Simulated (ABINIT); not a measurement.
# Quasiparticle gap of SrCl2 (Fm-3m) in ABINIT

Wanted: ground state, empty states, screening and self-energy for SrCl2 (Fm-3m).

Main program and level: ABINIT 10.8.3; PBE and many-body steps on it, plane waves.

### Step 1. The structure

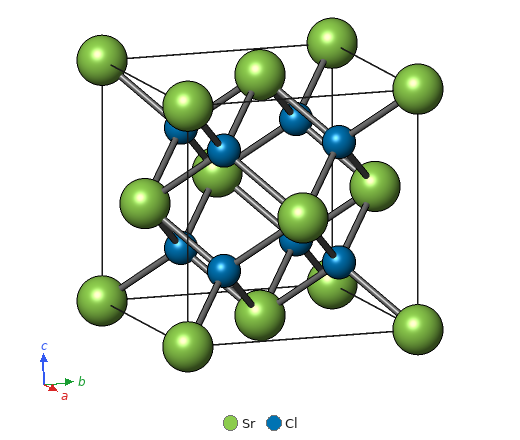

The cell as given, slightly off an axis (strontium green, chlorine blue). This picture shows the conventional cell, with its axes. Some periodic images of atoms are drawn too.

Structure file:

```cif
data_structure
_symmetry_space_group_name_H-M 'P 1'
_symmetry_Int_Tables_number 1
_cell_length_a 4.9333
_cell_length_b 4.9333
_cell_length_c 4.9333
_cell_angle_alpha 60.000
_cell_angle_beta 60.000
_cell_angle_gamma 60.000
_cell_volume 84.90
loop_
_atom_site_label
_atom_site_type_symbol
_atom_site_fract_x
_atom_site_fract_y
_atom_site_fract_z
_atom_site_occupancy
Sr1 Sr 0.00000 0.00000 0.00000 1
Cl2 Cl 0.25000 0.25000 0.25000 1
Cl3 Cl 0.75000 0.75000 0.75000 1
```

The cell and positions come from the Crystallography Open Database and are kept as given unless a step says otherwise.

### Step 2. Ground state

This step: ABINIT 10.8.3; DFT, PBE, plane waves, norm-conserving pseudopotentials.

The ground-state density comes first.

run.abi

```
acell 3*1.0 Angstrom
rprim 
  -0.000000000000 3.488350000000 3.488350000000
  3.488350000000 -0.000000000000 3.488350000000
  3.488350000000 3.488350000000 -0.000000000000
ntypat 2
znucl 38 17
natom 3
typat 1 2 2
xred 
  0.000000000000 0.000000000000 0.000000000000
  0.250000000000 0.250000000000 0.250000000000
  0.750000000000 0.750000000000 0.750000000000
pp_dirpath "pseudos"
pseudos "Sr.upf, Cl.upf"
ecut 28
ngkpt 6 6 6
nshiftk 1
shiftk 0 0 0
kptopt 1
chksymbreak 0
nband 17
occopt 1
tolvrs 1e-10
nstep 60
prtwf 0
optforces 0
optstress 0
indata_prefix "in"
outdata_prefix "out"
tmpdata_prefix "tmp"
```

Command:

```
$ OMP_NUM_THREADS=1 mpirun -n 4 abinit run.abi > log
```

Numbers of over 12 decimals in the logs are rounded to 6 here.

What it wrote:

```text
.Version 10.8.3 of ABINIT. v10.8.2 released Aug 2026.

 Symmetries : space group Fm -3 m (#225); Bravais cF (face-center cubic)
================================================================================
 Values of the parameters that define the memory need of the present run
     intxc =       0    ionmov =       0      iscf =       7    lmnmax =       6
     lnmax =       6     mgfft =      48  mpssoang =       3    mqgrid =    3001
     natom =       3  nloc_mem =       1    nspden =       1   nspinor =       1
    nsppol =       1      nsym =      48    n1xccc =    2501    ntypat =       2
    occopt =       1   xclevel =       2
-    mband =          17        mffmem =           1         mkmem =           4
       mpw =        4087          nfft =      110592          nkpt =          16
================================================================================
  Rough estimation (10% accuracy) of disk space for files :
================================================================================

--------------------------------------------------------------------------------
------------- Echo of variables that govern the present computation ------------
--------------------------------------------------------------------------------
 -outvars: echo values of preprocessed input variables --------
            acell      1.8897261259E+00  1.8897261259E+00  1.8897261259E+00 Bohr

      chksymbreak           0
             ecut      2.80000000E+01 Hartree
-          fftalg         312

              ixc     -101130
              kpt      0.00000000E+00  0.00000000E+00  0.00000000E+00
                       1.66666667E-01  0.00000000E+00  0.00000000E+00
                       3.33333333E-01  0.00000000E+00  0.00000000E+00
                       5.00000000E-01  0.00000000E+00  0.00000000E+00
                       1.66666667E-01  1.66666667E-01  0.00000000E+00
                       3.33333333E-01  1.66666667E-01  0.00000000E+00
                       5.00000000E-01  1.66666667E-01  0.00000000E+00
                      -3.33333333E-01  1.66666667E-01  0.00000000E+00
                      -1.66666667E-01  1.66666667E-01  0.00000000E+00
   [... 5 further rows ...]
                      -3.33333333E-01  3.33333333E-01  1.66666667E-01
                      -3.33333333E-01  5.00000000E-01  1.66666667E-01
         kptrlatt        6    0    0      0    6    0      0    0    6
          kptrlen      5.59351966E+01
P           mkmem           4
            natom           3
            nband          17
            ngfft          48      48      48
             nkpt          16
            nstep          60
             nsym          48
           ntypat           2
              occ      2.000000  2.000000  2.000000  2.000000  2.000000  2.000000
                       2.000000  2.000000  2.000000  2.000000  2.000000  2.000000
                       0.000000  0.000000  0.000000  0.000000  0.000000
        optforces           0
        optstress           0
            prtwf           0
            rprim     -0.0000000000E+00  3.4883500000E+00  3.4883500000E+00
[...]
spgroup         225

           tolvrs      1.00000000E-10

             xred      0.0000000000E+00  0.0000000000E+00  0.0000000000E+00
[...]
znucl       38.00000   17.00000

================================================================================

 chkinp: Checking input parameters for consistency.

================================================================================
== DATASET  1 ==================================================================
-   mpi_nproc: 4, omp_nthreads: 1 (-1 if OMP is not activated)

--- !DatasetInfo
iteration_state: {dtset: 1, }
dimensions: {natom: 3, nkpt: 16, mband: 17, nsppol: 1, nspinor: 1, nspden: 1, mpw: 4087, }
cutoff_energies: {ecut:  28.0, pawecutdg:  -1.0, }
electrons: {nelect:   2.40000000E+01, charge:   0.00000000E+00, occopt:   1.00000000E+00, tsmear:   1.00000000E-02, }

 Real(R)+Recip(G) space primitive vectors, cartesian coordinates (Bohr,Bohr^-1):
 R(1)=  0.0000000  6.5920261  6.5920261  G(1)= -0.0758492  0.0758492  0.0758492
 R(2)=  6.5920261  0.0000000  6.5920261  G(2)=  0.0758492 -0.0758492  0.0758492
 R(3)=  6.5920261  6.5920261  0.0000000  G(3)=  0.0758492  0.0758492 -0.0758492
 Unit cell volume ucvol=  5.7291047E+02 bohr^3
 Angles (23,13,12)=  6.00000000E+01  6.00000000E+01  6.00000000E+01 degrees

 getcut: wavevector=  0.0000  0.0000  0.0000  ngfft=  48  48  48
         ecut(hartree)=     28.000   => boxcut(ratio)=   2.16154

--- Pseudopotential description ------------------------------------------------
- Sr Generated using ONCVPSP code by D. R. Hamann
- 38.00000  10.00000  171031                  znucl, zion, pspdat
12 -101130 2 -1 1834                          pspcod,pspxc,lmax,lloc,mmax
     nproj     2     2     2
  pspatm : epsatm=   12.84204793
         --- l  ekb(1:nproj) -->
[...]
pspatm: atomic psp has been read  and splines computed

- Cl Generated using ONCVPSP code by D. R. Hamann
- 17.00000   7.00000  171031                  znucl, zion, pspdat
12 -101130 2 -1 1028                          pspcod,pspxc,lmax,lloc,mmax
     nproj     2     2     2
  pspatm : epsatm=    9.12776517
         --- l  ekb(1:nproj) -->
[...]
pspatm: atomic psp has been read  and splines computed

   7.46341878E+02                                ecore*ucvol(ha*bohr**3)
--------------------------------------------------------------------------------

_setup2: Arith. and geom. avg. npw (full set) are    4056.921    4056.900

================================================================================

--- !BeginCycle
iteration_state: {dtset: 1, }
solver: {iscf: 7, nstep: 60, nline: 4, wfoptalg: 0, }
tolerances: {tolvrs: 1.00E-10, }

     iter   Etot(hartree)      deltaE(h)  residm     vres2
 ETOT  1  -67.274732836100    -6.727E+01 3.901E-02 1.042E+02
 ETOT  2  -67.304465238044    -2.973E-02 5.773E-03 1.264E+01
 ETOT  3  -67.306500165250    -2.035E-03 2.280E-03 5.185E-01
 ETOT  4  -67.306519931807    -1.977E-05 1.361E-03 6.038E-02
 ETOT  5  -67.306521191947    -1.260E-06 3.411E-03 4.551E-03
 ETOT  6  -67.306521315693    -1.237E-07 5.230E-04 1.119E-04
 ETOT  7  -67.306521320028    -4.335E-09 4.380E-04 7.238E-07
 ETOT  8  -67.306521320070    -4.231E-11 1.900E-04 1.666E-08
 ETOT  9  -67.306521320069     1.634E-12 8.692E-05 1.686E-10
 ETOT 10  -67.306521320070    -1.535E-12 6.303E-05 1.799E-12

 At SCF step   10       vres2   =  1.80E-12 < tolvrs=  1.00E-10 =>converged.

--- !ResultsGS
iteration_state: {dtset: 1, }
comment   : Summary of ground state results
lattice_vectors:
- [ -0.0000000,   6.5920261,   6.5920261, ]
- [  6.5920261,  -0.0000000,   6.5920261, ]
- [  6.5920261,   6.5920261,  -0.0000000, ]
lattice_lengths: [   9.32253,    9.32253,    9.32253, ]
lattice_angles: [ 60.000,  60.000,  60.000, ] # degrees, (23, 13, 12)
lattice_volume:   5.7291047E+02
convergence: {deltae: -1.535E-12, res2:  1.799E-12, residm:  6.303E-05, diffor:  0.000E+00, }
etotal    :  -6.73065213E+01
entropy   :   0.00000000E+00
fermie    :   6.12810147E-02
cartesian_stress_tensor: null
pressure_GPa: null
xred      :
- [  0.0000E+00,   0.0000E+00,   0.0000E+00, Sr]
- [  2.5000E-01,   2.5000E-01,   2.5000E-01, Cl]
- [  7.5000E-01,   7.5000E-01,   7.5000E-01, Cl]
cartesian_forces: null
force_length_stats: {min: null, max: null, mean: null, }

 Integrated electronic density in atomic spheres:
 ------------------------------------------------
 Atom  Sphere_radius  Integrated_density
[...]
2        2.00000          5.12424954
    3        2.00000          5.12424954
================================================================================

 ----iterations are completed or convergence reached----

 Mean square residual over all n,k,spin=   59.474E-08; max=  63.027E-06
 reduced coordinates (array xred) for    3 atoms
       0.000000000000      0.000000000000      0.000000000000
       0.250000000000      0.250000000000      0.250000000000
       0.750000000000      0.750000000000      0.750000000000
 rms dE/dt=  0.0000E+00; max dE/dt=  0.0000E+00; dE/dt below (all hartree)
    1       0.000000000000      0.000000000000      0.000000000000
    2       0.000000000000      0.000000000000      0.000000000000
    3       0.000000000000      0.000000000000      0.000000000000

 cartesian coordinates (angstrom) at end:
    1      0.000000     0.000000     0.000000
    2      1.744175     1.744175     1.744175
    3      5.232525     5.232525     5.232525
 length scales=  1.889726125908  1.889726125908  1.889726125908 bohr
              =  1.000000000000  1.000000000000  1.000000000000 angstroms
 prteigrs : about to open file out_EIG
 Fermi (or HOMO) energy (hartree) =   0.06128   Average Vxc (hartree)=  -0.31029
 Eigenvalues (hartree) for nkpt=  16  k points:
 kpt#   1, nband= 17, wtk=  0.00463, kpt=  0.0000  0.0000  0.0000 (reduced coord)
  -1.14545   -0.48351   -0.48351   -0.48351   -0.42746   -0.39632   -0.01649   -0.01649
  -0.01649    0.04900    0.04900    0.04900    0.25763    0.28575    0.28575    0.39110
   0.39111
 prteigrs : prtvol=0 or 1, do not print more k-points.

--- !EnergyTerms
iteration_state     : {dtset: 1, }
comment             : Components of total free energy in Hartree
kinetic             :  2.03871203322829E+01
hartree             :  1.16834237510161E+01
xc                  : -1.74262113319001E+01
Ewald energy        : -4.69938437862011E+01
psp_core            :  1.30271992188222E+00
local_psp           : -4.57380997932165E+01
non_local_psp       :  9.47836958606614E+00
total_energy        : -6.73065213200703E+01
total_energy_eV     : -1.83150374851379E+03
band_energy         : -6.66586340283659E+00

== END DATASET(S) ==============================================================
================================================================================

 -outvars: echo values of variables after computation  --------
           etotal     -6.7306521320E+01
            nband          17
             nkpt          16
          spgroup         225
 [... the other variables as echoed above ...]

 Calculation completed.
```

Wall time 10 s (4 MPI ranks of Arm Neoverse V2, shared host); peak memory 0.35 GiB.

This step gave:

* total energy: -1831.5037 eV
* gap: 5.343 eV
* k of the valence top: 0.5, 0.5, 0
* k of the conduction bottom: 0, 0, 0
* least direct gap: 5.512 eV

The gap is indirect, with the least direct gap 0.17 eV higher.

(Part 1 of 3 ends here.)

[Paths, hosts, dates, memory and timing lines, banners, echoed tables and standing remarks are left out of the program output.]

[Logs are printed without paths, hosts, clocks, repeated set-up lines and the standing remarks that a program may print on its own settings, such as how far it seeks lower states.]

[Runs of the session that timed out or met a known fault of the program may be left out.]

[No measured gap is set beside runs whose start may be inverted or whose files or cutoffs have a known fault.]

[Hosts, paths, dates, database ids (printed as entryN), source tags and the programs' standing remarks are cut or masked in the printed files.]

[G0W0 gaps are taken among the corrected bands and points alone; a level outside them can change the order at an edge.]

[Where Ansatz stands beside ABINIT at settings called matched, ABINIT's density can come from a denser mesh and the files from another edition; pairs whose starting gaps differed by over 0.03 eV were left out, so agreement reads better than it is.]
